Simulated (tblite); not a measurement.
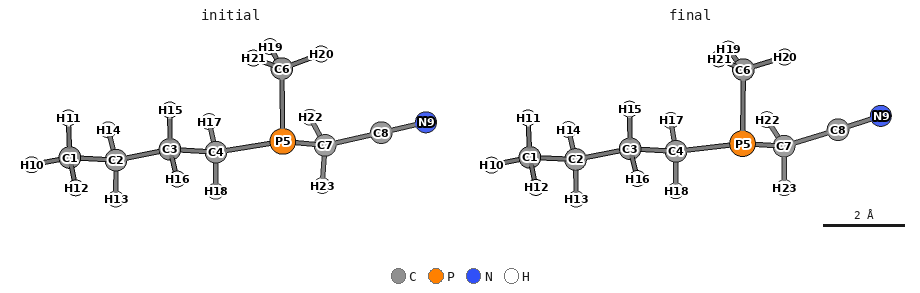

The structure of C$_{7}$H$_{14}$NP before (left) and after (right) a relaxation, at one scale.

A ball-and-stick model, seen from a free direction.

All numbers below come from tblite, GFN2-xTB geometry optimisation, gas phase. 

### Describe what moved and what it gained.

After 65 geometry steps the energy has fallen by 0.128 eV. The largest move after the best rigid fit is that of N9, 0.21 Å. By element the largest moves are N 0.21 Å, H 0.16 Å, C 0.11 Å, P 0.09 Å. Near-neighbour distances that change, for instance: C7–C8 1.466 → 1.431 Å, P5–C7 1.850 → 1.885 Å, P5–C6 1.828 → 1.849 Å, C4–P5 1.848 → 1.864 Å. Bond angles that change, for instance: C6–P5–C7 100.4° → 97.1°, C4–P5–C7 99.3° → 96.1°, P5–C6–H20 111.2° → 108.5°. The run took 0.64 s on 1 thread of Arm Neoverse V1, on a shared host.
